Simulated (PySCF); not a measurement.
PbH (doublet)

```yaml
atoms:
  - { symbol: H, position_ang: [0.0000, 0.0000, -1.8520] }
  - { symbol: Pb, position_ang: [0.0000, 0.0000, 0.0090] }
```

Core potentials replace the inner electrons of Pb.

These are results of PBE0/aug-cc-pVDZ(-PP), non-relativistic Hamiltonian with scalar-relativistic core potentials where named, at a bond length of 1.861 Å (PySCF), not measurements.

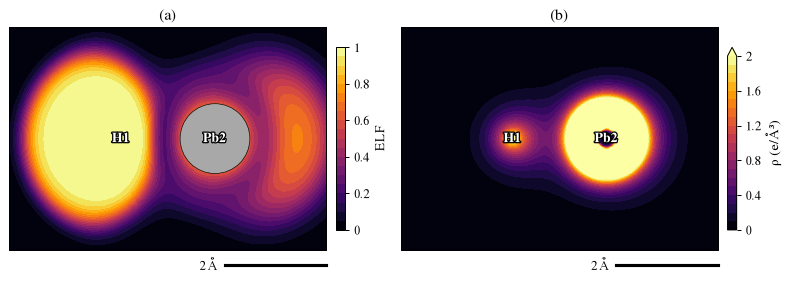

Figure 1. (a) ELF; (b) electron density on a plane that holds the molecular axis. Grey discs cover the atomic cores in the ELF map.

Question: What does the map show?

Answer: The plane passes through H and Pb nuclei. Pb–H (1.86 Å): ρ is about 1.1 e/Å³ halfway; the ELF climbs to about 1 towards the hydrogen.

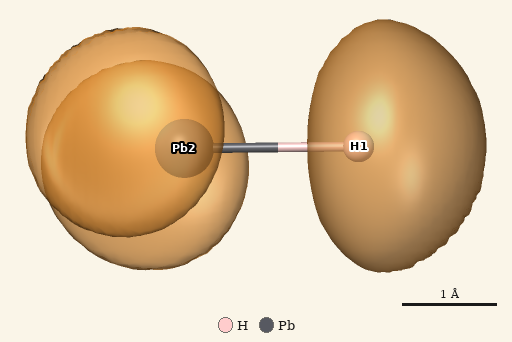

Figure 2. Isosurface of the electron localisation function at 0.8 (orange), seen from one side. Core shells and regions of very low density are left out.

Question: Identify the bonds, lone pairs and shells in this picture.

Answer: The surface consists of one region around a hydrogen nucleus and two lobes on Pb, pointing away from the bonds (non-bonding electrons).
